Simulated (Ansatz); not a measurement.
```yaml
atoms:
  - { symbol: Al, position_ang: [-0.0024, 0.0362, -0.0595] }
  - { symbol: H, position_ang: [-0.0093, 0.1318, 1.5218] }
  - { symbol: N, position_ang: [1.5382, 0.1104, -0.9383] }
  - { symbol: H, position_ang: [1.6656, 0.0596, -1.9423] }
  - { symbol: H, position_ang: [2.4389, 0.2132, -0.4855] }
  - { symbol: N, position_ang: [-1.5358, -0.1442, -0.9357] }
  - { symbol: H, position_ang: [-2.4403, -0.1918, -0.4811] }
  - { symbol: H, position_ang: [-1.6550, -0.2153, -1.9394] }
```

Theory: RKS PBE0-D4/def2-SVP (Ansatz 0.2.0).

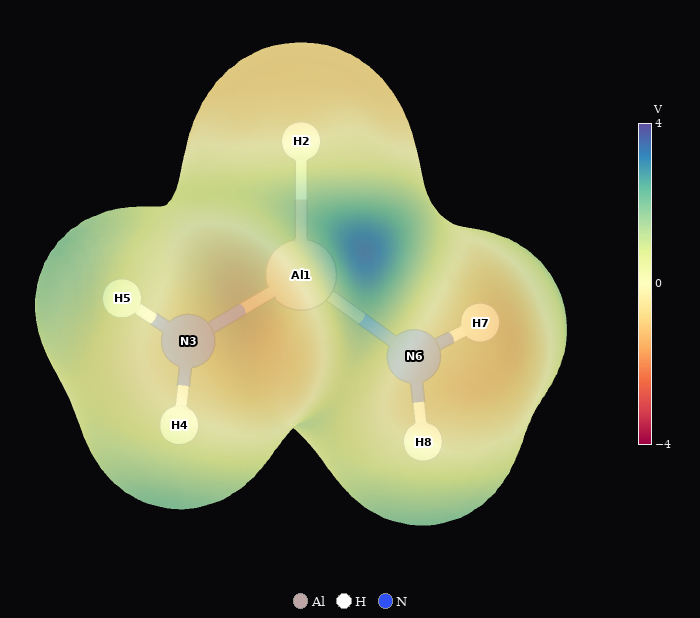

AlH5N2. The electrostatic potential painted on the density surface at 0.004 e/bohr³, seen at a tilt; the colour scale runs from red (negative) to blue (positive).

> Which sites attract a positive test charge, and which a negative one?

A positive charge is drawn to the negative regions and a negative charge to the positive ones. The most negative region (about −1.2 V, or −28 kcal/mol for a unit charge) lies over N3, the most positive (about +3.2 V, or +74 kcal/mol for a unit charge) over Al1.
